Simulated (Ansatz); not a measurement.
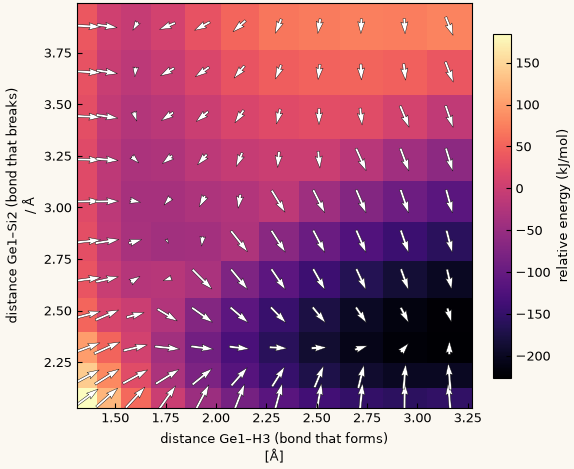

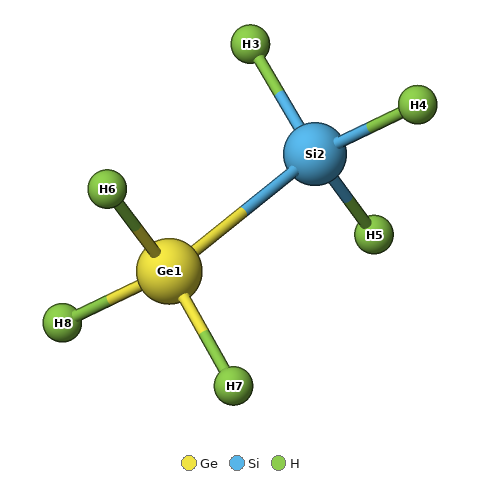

Energy landscape of the reacting system GeH₆Si (fragments GeH₆Si where the first distance is long, GeH₄ + H₂Si where the second is long). 
- Coordinates scanned: (1) distance Ge1–H3 (bond that forms); (2) distance Ge1–Si2 (bond that breaks).
- Relaxed at each point: all other coordinates.
- Grid: 11 × 11 points.
- Points are written as (first, second).
- All energies are given in kJ/mol relative to a guessed transition structure relaxed with its forming and breaking bonds held.
- Energies and slopes of some neighbouring points disagree (a jump in structure or state, or too coarse a mesh). The reference is spin-restricted, so regions where a bond is pulled apart into radicals lie too high.
- Level of theory: RKS B3LYP-D4/def2-SVP in Ansatz.

The picture shows one coloured cell a grid point, arrows along the force (downhill), their lengths compressed. The second picture is the structure at the lowest point.

**Where are the lowest and the highest points?**

The lowest grid point is at (3.159 Å, 2.320 Å), −226 kJ/mol from a guessed transition structure relaxed with its forming and breaking bonds held. It lies at the edge of the scanned range, so the true minimum may lie outside. Other grid points that lie below all their neighbours: (1.759 Å, 2.836 Å) (186 kJ/mol higher). The highest grid point, (1.359 Å, 2.079 Å), lies 411 kJ/mol above the lowest.

Grid values (kJ/mol):

```tsv
second ↓, first →	1.359	1.460	1.600	1.759	1.932	2.116	2.310	2.512	2.721	2.937	3.159
3.879	38	5	−5	8	31	53	66	72	74	74	79
3.657	32	−2	−14	−4	15	33	44	49	50	48	37
3.441	26	−8	−23	−16	−1	14	22	25	23	9	−10
3.232	22	−14	−31	−27	−16	−6	−1	−1	−18	−41	−61
3.030	22	−16	−35	−35	−29	−24	−14	−45	−71	−94	−112
2.836	28	−11	−34	−40	−39	−28	−65	−96	−122	−143	−160
2.652	35	−2	−21	−21	−33	−75	−111	−141	−166	−185	−199
2.479	52	12	−1	−25	−71	−112	−147	−175	−198	−214	−224
2.320	101	51	7	−41	−88	−128	−161	−188	−208	−221	−226
2.180	141	83	24	−31	−78	−117	−148	−172	−189	−199	−199
2.079	185	121	55	−1	−48	−85	−115	−137	−152	−158	−153
```

Each point was launched as `ansatz run input.yaml --threads 1 --pin off --max-ram 2560MiB --backend cpu --events-out ev --progress --plain --runs-dir out`. The whole map (121 points run) took 20 min on 1 thread of AMD EPYC 7R43 64-Core Processor (Zen 3) (shared host).
